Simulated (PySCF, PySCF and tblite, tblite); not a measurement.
# 2-formyl-1-fluorobenzene (C₇H₅FO): conformers and averaged spectra

Aim: find the conformers of 2-formyl-1-fluorobenzene (C₇H₅FO) (`O=Cc1ccccc1F`), weigh them, and average their properties.

Computed with tblite 0.8.0 (tight binding) and PySCF 2.14.0 (DFT, with response routines of our own); each step states its level. Atoms count from 0 throughout.

## 1. The molecule as given

14 atoms, charge 0, multiplicity 1; geometry from: MMFF94s geometry.

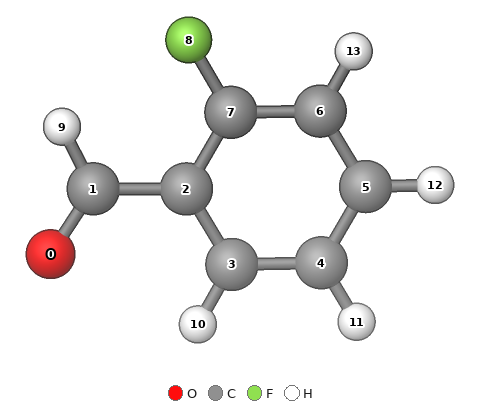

The starting geometry (oxygen red, carbon grey, fluorine green, hydrogen white), atoms numbered.

## 2. GFN2-xTB relaxation, conformer 1

The job: settings as JSON, then the geometry in Å.

```
{"job": {"xc": "GFN2-xTB", "basis": "xTB", "kind": "relax"}, "charge": 0, "multiplicity": 1}
O      2.952400    -0.761400    -0.900000
C      2.310900     0.114000    -0.313800
C      0.867600     0.019000    -0.120700
C      0.137600    -1.055700    -0.639700
C     -1.246100    -1.123100    -0.439000
C     -1.909200    -0.100200     0.238800
C     -1.181000     0.986000     0.742500
C      0.203200     1.042800     0.564700
F      0.880300     2.081800     1.053100
H      2.816700     0.991800     0.125700
H      0.647100    -1.862000    -1.168900
H     -1.812600    -1.967900    -0.837900
H     -2.986700    -0.146800     0.393500
H     -1.680800     1.781200     1.279500
```

Command:

```console
> OMP_NUM_THREADS=1 python ens_run.py task.json out
```

This one command runs the whole study; its stages follow in the order run.

Output:

```text
step      E/eV     max force
  0    -715.55524    2.329
  1    -715.58215    2.614
  2    -715.62766    0.348
  3    -715.63596    0.248
  4    -715.64306    0.130
  5    -715.64389    0.075
  6    -715.64474    0.088
  7    -715.64508    0.058
  8    -715.64533    0.026
  9    -715.64533    0.026
 10    -715.64538    0.020
 11    -715.64542    0.015
 12    -715.64544    0.016
 13    -715.64547    0.013
 14    -715.64550    0.017
 15    -715.64552    0.011
 16    -715.64553    0.011
 17    -715.64554    0.010
 18    -715.64555    0.007
 19    -715.64556    0.008
 20    -715.64557    0.010
 21    -715.64559    0.012
 22    -715.64559    0.007
 23    -715.64559    0.003
```

Wall time 0.12 s (1 thread of Arm Neoverse V2, shared host).

The energy fell by 0.090 eV, and the atoms moved 0.02 Å (root mean square).

**GFN2-xTB relaxation, conformer 2**

The job: settings as JSON, then the geometry in Å.

```
{"job": {"xc": "GFN2-xTB", "basis": "xTB", "kind": "relax"}, "charge": 0, "multiplicity": 1}
O      3.118400     0.636300    -0.386700
C      2.299900    -0.275700    -0.353300
C      0.866000    -0.098200    -0.124800
C      0.032900    -1.220300    -0.108100
C     -1.342800    -1.085300     0.110000
C     -1.899700     0.185300     0.273100
C     -1.072600     1.316400     0.243300
C      0.304500     1.175200     0.049700
F      1.055500     2.275700     0.026100
H      2.637100    -1.324400    -0.465000
H      0.444900    -2.226000    -0.234400
H     -1.987600    -1.964800     0.127000
H     -2.970200     0.299400     0.443200
H     -1.487200     2.306000     0.377800
```

Output:

```text
step      E/eV     max force
  0    -715.45434    1.941
  1    -715.47598    2.220
  2    -715.51182    0.370
  3    -715.51954    0.245
  4    -715.52462    0.137
  5    -715.52529    0.080
  6    -715.52585    0.079
  7    -715.52622    0.080
  8    -715.52673    0.057
  9    -715.52710    0.047
 10    -715.52742    0.064
 11    -715.52774    0.072
 12    -715.52813    0.059
 13    -715.52850    0.049
 14    -715.52873    0.032
 15    -715.52873    0.032
 16    -715.52879    0.022
 17    -715.52887    0.036
 18    -715.52889    0.015
 19    -715.52890    0.015
 20    -715.52892    0.012
 21    -715.52892    0.008
 22    -715.52893    0.008
 23    -715.52893    0.007
 24    -715.52893    0.005
 25    -715.52893    0.005
 26    -715.52894    0.004
 27    -715.52894    0.003
```

Run time: 0.11 s. Hardware: 1 thread of Arm Neoverse V2, shared host.

Gain 0.075 eV; displacement 0.03 Å root mean square.

## 3. DFT optimisation, start 1: PBE0-D3(BJ)/def2-SVP

The job: settings as JSON, then the geometry in Å.

```
{"job": {"kind": "geom", "xc": "PBE0", "basis": "def2-SVP", "d3": "d3bj", "grid": 1, "maxiter": 40}, "charge": 0, "multiplicity": 1}
O      2.963288    -0.757166    -0.903977
C      2.321601     0.079471    -0.323135
C      0.864808     0.023569    -0.125169
C      0.206732    -1.206657    -0.066805
C     -1.159398    -1.269059     0.119357
C     -1.896133    -0.100405     0.251081
C     -1.269702     1.133587     0.196952
C      0.098689     1.181694     0.010141
F      0.700100     2.384406    -0.041858
H      2.802216     0.973562     0.113185
H      0.802593    -2.100766    -0.172599
H     -1.655654    -2.226184     0.162828
H     -2.964627    -0.147864     0.396227
H     -1.824799     2.053005     0.297016
```

Output:

```text
step      E/eV     max force
  0    -12081.84207   0.7211
  1    -12081.91397   0.8473
  2    -12081.92194   1.3758
  3    -12081.90893   1.3228
  4    -12081.94142   0.6704
  5    -12081.95042   0.4887
  6    -12081.95614   0.3307
  7    -12081.95925   0.3326
  8    -12081.96075   0.1182
  9    -12081.96117   0.0616
 10    -12081.96117   0.0560
 11    -12081.96121   0.0028
```

It took 95 s on 1 thread of Arm Neoverse V2, shared host; peak memory 0.58 GiB.

The energy fell by 0.119 eV, and the atoms moved 0.18 Å (root mean square).

## 4. DFT optimisation, start 2: PBE0-D3(BJ)/def2-SVP

The job: settings as JSON, then the geometry in Å.

```
{"job": {"kind": "geom", "xc": "PBE0", "basis": "def2-SVP", "d3": "d3bj", "grid": 1, "maxiter": 40}, "charge": 0, "multiplicity": 1}
O      3.142051     0.595525    -0.396163
C      2.311340    -0.269641    -0.345068
C      0.865997    -0.090316    -0.129765
C      0.124825    -1.109160     0.473082
C     -1.231438    -0.974042     0.690566
C     -1.881959     0.190267     0.307438
C     -1.175558     1.217234    -0.292186
C      0.184509     1.071709    -0.505624
F      0.840152     2.080414    -1.086609
H      2.587969    -1.338230    -0.463344
H      0.634192    -2.014500     0.770027
H     -1.785848    -1.773058     1.158133
H     -2.942352     0.299106     0.476232
H     -1.660439     2.131004    -0.598081
```

Output:

```text
step      E/eV     max force
  0    -12081.75840   0.7462
  1    -12081.81753   0.3517
  2    -12081.81997   1.5619
  3    -12081.81194   0.8262
  4    -12081.83897   0.5524
  5    -12081.84480   0.2535
  6    -12081.85012   0.3175
  7    -12081.85474   0.4815
  8    -12081.85593   0.0583
  9    -12081.85674   0.0517
 10    -12081.85704   0.0594
 11    -12081.85710   0.0114
```

Run time: 97 s. Hardware: 1 thread of Arm Neoverse V2, shared host; peak memory 0.59 GiB.

Gain 0.099 eV; displacement 0.17 Å root mean square.

## 5. Shieldings, conformer 1: PBE0/pcSseg-1 in chloroform

The job: settings as JSON, then the geometry in Å.

```
{"job": {"xc": "PBE0", "basis": "pcSseg-1", "solvent": "chloroform", "kind": "nmr", "pop": true}, "charge": 0, "multiplicity": 1}
O      3.010370    -0.897004    -0.495113
C      2.329039     0.084452    -0.327720
C      0.864238     0.031071    -0.123739
C      0.205409    -1.206203    -0.109178
C     -1.167838    -1.277759     0.077655
C     -1.903036    -0.101124     0.252872
C     -1.272318     1.140288     0.242755
C      0.103284     1.189977     0.055368
F      0.708012     2.376157     0.045397
H      2.777511     1.105199    -0.318619
H      0.818144    -2.099884    -0.250355
H     -1.672823    -2.245663     0.087953
H     -2.984649    -0.149584     0.399367
H     -1.825630     2.071269     0.376598
```

Output:

```text
coarse grid: 12880 points
cycle   1  E = -444.0681554146  dE =  1.657e+00  |g| = 8.436e-01  |ddm| = 3.780e+00
cycle   2  E = -443.7024268300  dE =  3.657e-01  |g| = 1.609e+00  |ddm| = 2.816e+00
cycle   3  E = -444.2010907512  dE = -4.987e-01  |g| = 1.540e-01  |ddm| = 2.187e+00
cycle   4  E = -444.2053201516  dE = -4.229e-03  |g| = 6.683e-02  |ddm| = 1.946e-01
cycle   5  E = -444.2060715225  dE = -7.514e-04  |g| = 1.756e-02  |ddm| = 6.244e-02
cycle   6  E = -444.2061403391  dE = -6.882e-05  |g| = 5.160e-03  |ddm| = 1.927e-02
cycle   7  E = -444.2061460763  dE = -5.737e-06  |g| = 1.595e-03  |ddm| = 5.036e-03
final grid: 128128 points
cycle   8  E = -444.2752563236  dE = -1.976e-05  |g| = 1.179e-02  |ddm| = 4.274e-02
cycle   9  E = -444.2751927981  dE =  6.353e-05  |g| = 2.202e-02  |ddm| = 3.217e-02
cycle  10  E = -444.2752840301  dE = -9.123e-05  |g| = 1.744e-03  |ddm| = 2.182e-02
cycle  11  E = -444.2752847064  dE = -6.763e-07  |g| = 3.681e-04  |ddm| = 1.694e-03
cycle  12  E = -444.2752847312  dE = -2.482e-08  |g| = 1.318e-04  |ddm| = 4.460e-04
cycle  13  E = -444.2752847347  dE = -3.494e-09  |g| = 3.134e-05  |ddm| = 1.410e-04
cycle  14  E = -444.2752847349  dE = -2.079e-10  |g| = 1.201e-05  |ddm| = 3.816e-05
converged SCF energy = -444.2752847349

GIAO shielding tensors (ppm)
atom      isotropic    diamagn.    paramagn.     s11        s22        s33       span
  0 O     -293.567     399.466    -693.033   -909.318   -383.234    411.851   1321.168
  1 C       -7.472     240.887    -248.359    -93.841    -31.796    103.220    197.061
  2 C       57.232     265.777    -208.545     -6.893     19.072    159.518    166.411
  3 C       49.721     251.005    -201.284    -53.971     19.730    183.403    237.374
  4 C       54.441     254.037    -199.596    -52.021     36.971    178.374    230.395
  5 C       40.107     254.455    -214.348    -70.735     18.270    172.785    243.519
  6 C       62.334     256.775    -194.441    -24.239     45.005    166.236    190.475
  7 C       11.208     248.355    -237.147    -69.490     18.521     84.594    154.084
  8 F      303.731     476.737    -173.006    210.878    282.828    417.487    206.609
  9 H       20.906      26.852      -5.946     17.067     21.573     24.079      7.012
 10 H       22.930      31.692      -8.762     18.785     23.667     26.337      7.552
 11 H       23.637      29.952      -6.315     20.167     24.469     26.275      6.108
 12 H       23.300      29.356      -6.056     20.134     23.534     26.231      6.097
 13 H       23.746      29.438      -5.692     20.361     24.056     26.821      6.459
```

Run time: 17 s. Hardware: 1 thread of Arm Neoverse V2, shared host; peak memory 1.1 GiB.

Key values: HOMO -7.61 eV, LUMO -2.03 eV; dipole 4.14 D.

## 6. Single-point energy, conformer 1: CAM-B3LYP/def2-TZVP in chloroform

The job, as its differences from that of step 5:

```diff
@@ -1,2 +1,2 @@
-{"job": {"xc": "PBE0", "basis": "pcSseg-1", "solvent": "chloroform", "kind": "nmr", "pop": true}, "charge": 0, "multiplicity": 1}
+{"job": {"xc": "CAM-B3LYP", "basis": "def2-TZVP", "solvent": "chloroform", "kind": "sp"}, "charge": 0, "multiplicity": 1}
 O      3.010370    -0.897004    -0.495113
```

Output:

```text
coarse grid: 12880 points
cycle   1  E = -444.6266932732  dE =  1.890e+00  |g| = 9.407e-01  |ddm| = 5.806e+00
cycle   2  E = -444.3891804108  dE =  2.375e-01  |g| = 1.521e+00  |ddm| = 4.284e+00
cycle   3  E = -444.7943821007  dE = -4.052e-01  |g| = 1.073e-01  |ddm| = 3.179e+00
cycle   4  E = -444.7959997391  dE = -1.618e-03  |g| = 6.886e-02  |ddm| = 1.909e-01
cycle   5  E = -444.7968065796  dE = -8.068e-04  |g| = 1.288e-02  |ddm| = 9.454e-02
cycle   6  E = -444.7968418408  dE = -3.526e-05  |g| = 5.411e-03  |ddm| = 1.832e-02
cycle   7  E = -444.7968494327  dE = -7.592e-06  |g| = 1.307e-03  |ddm| = 1.132e-02
final grid: 128128 points
cycle   8  E = -444.7906221034  dE = -4.724e-05  |g| = 4.556e-03  |ddm| = 7.691e-02
cycle   9  E = -444.7906208503  dE =  1.253e-06  |g| = 5.607e-03  |ddm| = 9.495e-03
cycle  10  E = -444.7906262749  dE = -5.425e-06  |g| = 8.006e-04  |ddm| = 7.896e-03
cycle  11  E = -444.7906263776  dE = -1.026e-07  |g| = 3.305e-04  |ddm| = 9.182e-04
cycle  12  E = -444.7906263998  dE = -2.222e-08  |g| = 1.165e-04  |ddm| = 7.972e-04
cycle  13  E = -444.7906264032  dE = -3.400e-09  |g| = 3.565e-05  |ddm| = 2.899e-04
cycle  14  E = -444.7906264038  dE = -6.248e-10  |g| = 1.308e-05  |ddm| = 1.571e-04
converged SCF energy = -444.7906264038
```

Wall time 25 s (1 thread of Arm Neoverse V2, shared host); peak memory 1.4 GiB.

Key values: HOMO -8.73 eV, LUMO -0.93 eV; dipole 4.26 D.

## 7. Shieldings, conformer 2: PBE0/pcSseg-1 in chloroform

The job: settings as JSON, then the geometry in Å.

```
{"job": {"xc": "PBE0", "basis": "pcSseg-1", "solvent": "chloroform", "kind": "nmr", "pop": false}, "charge": 0, "multiplicity": 1}
O      3.097273     0.528807    -0.781489
C      2.319579    -0.275641    -0.341271
C      0.866244    -0.078901    -0.141214
C      0.121517    -1.121959     0.425903
C     -1.243620    -0.999223     0.653654
C     -1.888286     0.189340     0.307449
C     -1.175235     1.241876    -0.261922
C      0.189771     1.102754    -0.481546
F      0.844255     2.113108    -1.024041
H      2.661579    -1.297142    -0.025333
H      0.645276    -2.045406     0.691038
H     -1.805559    -1.822278     1.098804
H     -2.961076     0.301465     0.481191
H     -1.658277     2.179510    -0.542585
```

Output:

```text
coarse grid: 12880 points
cycle   1  E = -444.0651797575  dE =  1.669e+00  |g| = 8.408e-01  |ddm| = 3.829e+00
cycle   2  E = -443.7210770510  dE =  3.441e-01  |g| = 1.580e+00  |ddm| = 2.976e+00
cycle   3  E = -444.1970747487  dE = -4.760e-01  |g| = 1.576e-01  |ddm| = 2.289e+00
cycle   4  E = -444.2015228020  dE = -4.448e-03  |g| = 6.850e-02  |ddm| = 1.985e-01
cycle   5  E = -444.2023804510  dE = -8.576e-04  |g| = 1.925e-02  |ddm| = 6.919e-02
cycle   6  E = -444.2024705058  dE = -9.005e-05  |g| = 5.073e-03  |ddm| = 2.149e-02
cycle   7  E = -444.2024761371  dE = -5.631e-06  |g| = 1.640e-03  |ddm| = 5.414e-03
final grid: 128128 points
cycle   8  E = -444.2726980108  dE = -2.171e-05  |g| = 1.149e-02  |ddm| = 4.322e-02
cycle   9  E = -444.2726383161  dE =  5.969e-05  |g| = 2.140e-02  |ddm| = 3.283e-02
cycle  10  E = -444.2727240631  dE = -8.575e-05  |g| = 1.660e-03  |ddm| = 2.245e-02
cycle  11  E = -444.2727246810  dE = -6.179e-07  |g| = 3.562e-04  |ddm| = 1.697e-03
cycle  12  E = -444.2727247043  dE = -2.324e-08  |g| = 1.365e-04  |ddm| = 4.388e-04
cycle  13  E = -444.2727247081  dE = -3.820e-09  |g| = 2.798e-05  |ddm| = 1.486e-04
cycle  14  E = -444.2727247083  dE = -1.662e-10  |g| = 1.068e-05  |ddm| = 3.603e-05
converged SCF energy = -444.2727247083

GIAO shielding tensors (ppm)
atom      isotropic    diamagn.    paramagn.     s11        s22        s33       span
  0 O     -315.515     397.174    -712.689   -928.144   -385.663    367.263   1295.407
  1 C      -10.948     240.367    -251.315    -94.693    -15.206     77.054    171.747
  2 C       56.786     267.989    -211.203     -8.640     18.092    160.906    169.545
  3 C       41.034     252.286    -211.252    -59.753     11.054    171.801    231.554
  4 C       54.585     253.554    -198.969    -52.866     38.171    178.449    231.315
  5 C       41.075     254.521    -213.445    -69.128     18.967    173.388    242.515
  6 C       61.445     257.420    -195.975    -25.528     45.022    164.842    190.370
  7 C       15.323     246.252    -230.929    -65.715     26.336     85.347    151.062
  8 F      290.627     475.550    -184.923    184.831    261.130    425.920    241.089
  9 H       21.396      26.912      -5.516     18.183     22.086     23.919      5.736
 10 H       23.356      31.532      -8.176     20.794     23.384     25.891      5.097
 11 H       23.602      29.842      -6.240     20.423     24.286     26.098      5.675
 12 H       23.341      29.358      -6.018     20.151     23.669     26.202      6.051
 13 H       23.790      29.619      -5.829     20.252     24.123     26.993      6.741
```

It took 16 s on 1 thread of Arm Neoverse V2, shared host; peak memory 1.1 GiB.

In short: HOMO -7.56 eV, LUMO -1.94 eV; dipole 5.45 D.

## 8. Single-point energy, conformer 2: CAM-B3LYP/def2-TZVP in chloroform

The job, as its differences from that of step 7:

```diff
@@ -1,2 +1,2 @@
-{"job": {"xc": "PBE0", "basis": "pcSseg-1", "solvent": "chloroform", "kind": "nmr", "pop": false}, "charge": 0, "multiplicity": 1}
+{"job": {"xc": "CAM-B3LYP", "basis": "def2-TZVP", "solvent": "chloroform", "kind": "sp"}, "charge": 0, "multiplicity": 1}
 O      3.097273     0.528807    -0.781489
```

Output:

```text
coarse grid: 12880 points
cycle   1  E = -444.6248039523  dE =  1.901e+00  |g| = 9.369e-01  |ddm| = 5.813e+00
cycle   2  E = -444.4014942415  dE =  2.233e-01  |g| = 1.497e+00  |ddm| = 3.991e+00
cycle   3  E = -444.7911436112  dE = -3.896e-01  |g| = 1.109e-01  |ddm| = 2.885e+00
cycle   4  E = -444.7929035780  dE = -1.760e-03  |g| = 6.880e-02  |ddm| = 1.753e-01
cycle   5  E = -444.7937689602  dE = -8.654e-04  |g| = 1.283e-02  |ddm| = 8.923e-02
cycle   6  E = -444.7938046544  dE = -3.569e-05  |g| = 5.440e-03  |ddm| = 1.620e-02
cycle   7  E = -444.7938122078  dE = -7.553e-06  |g| = 1.294e-03  |ddm| = 1.156e-02
final grid: 128128 points
cycle   8  E = -444.7885360274  dE = -4.400e-05  |g| = 4.500e-03  |ddm| = 7.152e-02
cycle   9  E = -444.7885348168  dE =  1.211e-06  |g| = 5.498e-03  |ddm| = 1.109e-02
cycle  10  E = -444.7885399916  dE = -5.175e-06  |g| = 7.557e-04  |ddm| = 7.934e-03
cycle  11  E = -444.7885400817  dE = -9.006e-08  |g| = 3.283e-04  |ddm| = 1.018e-03
cycle  12  E = -444.7885401030  dE = -2.127e-08  |g| = 1.112e-04  |ddm| = 7.688e-04
cycle  13  E = -444.7885401062  dE = -3.243e-09  |g| = 3.423e-05  |ddm| = 2.454e-04
cycle  14  E = -444.7885401068  dE = -5.774e-10  |g| = 1.205e-05  |ddm| = 1.458e-04
converged SCF energy = -444.7885401068
```

It took 26 s on 1 thread of Arm Neoverse V2, shared host; peak memory 1.5 GiB.

Key values: HOMO -8.69 eV, LUMO -0.84 eV; dipole 5.64 D.

## 9. Couplings, conformer 1: B3LYP/pcJ-1+pcSseg-1

The job: settings as JSON, then the geometry in Å.

```
{"job": {"xc": "B3LYP", "basis": {"default": "pcSseg-1", "H": "pcJ-1", "F": "pcJ-1"}, "nuclei": ["H", "F", "P", "Si", "B"], "kind": "j"}, "charge": 0, "multiplicity": 1}
O      3.010370    -0.897004    -0.495113
C      2.329039     0.084452    -0.327720
C      0.864238     0.031071    -0.123739
C      0.205409    -1.206203    -0.109178
C     -1.167838    -1.277759     0.077655
C     -1.903036    -0.101124     0.252872
C     -1.272318     1.140288     0.242755
C      0.103284     1.189977     0.055368
F      0.708012     2.376157     0.045397
H      2.777511     1.105199    -0.318619
H      0.818144    -2.099884    -0.250355
H     -1.672823    -2.245663     0.087953
H     -2.984649    -0.149584     0.399367
H     -1.825630     2.071269     0.376598
```

Output:

```text
coarse grid: 12880 points
cycle   1  E = -444.5334986385  dE =  1.594e+00  |g| = 9.341e-01  |ddm| = 3.707e+00
cycle   2  E = -443.8793813299  dE =  6.541e-01  |g| = 2.014e+00  |ddm| = 3.959e+00
cycle   3  E = -444.6907260850  dE = -8.113e-01  |g| = 2.337e-01  |ddm| = 3.283e+00
cycle   4  E = -444.7008491836  dE = -1.012e-02  |g| = 9.928e-02  |ddm| = 3.309e-01
cycle   5  E = -444.7023720269  dE = -1.523e-03  |g| = 2.517e-02  |ddm| = 9.342e-02
cycle   6  E = -444.7024970665  dE = -1.250e-04  |g| = 8.513e-03  |ddm| = 2.807e-02
cycle   7  E = -444.7025109576  dE = -1.389e-05  |g| = 2.716e-03  |ddm| = 8.606e-03
cycle   8  E = -444.7025127140  dE = -1.756e-06  |g| = 8.942e-04  |ddm| = 3.122e-03
final grid: 128128 points
cycle   9  E = -444.7855699674  dE = -6.426e-05  |g| = 7.489e-03  |ddm| = 3.422e-02
cycle  10  E = -444.7855450857  dE =  2.488e-05  |g| = 1.368e-02  |ddm| = 1.924e-02
cycle  11  E = -444.7855809684  dE = -3.588e-05  |g| = 2.086e-03  |ddm| = 1.465e-02
cycle  12  E = -444.7855817729  dE = -8.045e-07  |g| = 4.982e-04  |ddm| = 2.281e-03
cycle  13  E = -444.7855818104  dE = -3.756e-08  |g| = 1.857e-04  |ddm| = 6.582e-04
cycle  14  E = -444.7855818173  dE = -6.869e-09  |g| = 4.850e-05  |ddm| = 2.259e-04
cycle  15  E = -444.7855818178  dE = -5.382e-10  |g| = 1.814e-05  |ddm| = 5.889e-05
converged SCF energy = -444.7855818178

Indirect spin-spin couplings (Hz)
  i      j    bonds     total        FC       PSO       DSO        SD
  8 F    9 H    4      0.819     0.431    -0.835     1.458    -0.235
  8 F   10 H    4      6.230     6.924     0.928    -1.431    -0.191
  8 F   11 H    5     -0.649     0.208     0.725    -1.398    -0.184
  8 F   12 H    4      4.824     4.927     1.380    -1.353    -0.129
  8 F   13 H    3     10.829    14.610    -2.953     0.005    -0.832
  9 H   10 H    4     -0.322    -0.022     1.404    -1.704         -
  9 H   11 H    5      0.807     1.027     1.096    -1.315         -
  9 H   12 H    6     -0.217    -0.022     0.966    -1.160         -
  9 H   13 H    5     -0.197    -0.053     0.893    -1.037         -
 10 H   11 H    3      8.691     8.891     0.148    -0.348         -
 10 H   12 H    4      1.451     1.754     1.453    -1.757         -
 10 H   13 H    5      0.167     0.477     1.467    -1.777         -
 11 H   12 H    3      8.134     8.350     0.189    -0.405         -
 11 H   13 H    4      0.510     0.825     1.463    -1.778         -
 12 H   13 H    3      9.345     9.565     0.150    -0.370         -
```

Wall time 25 s (1 thread of Arm Neoverse V2, shared host); peak memory 1 GiB.

Key values: HOMO -7.39 eV, LUMO -2.24 eV; dipole 3.43 D.

(Part 1 of 2 ends here.)
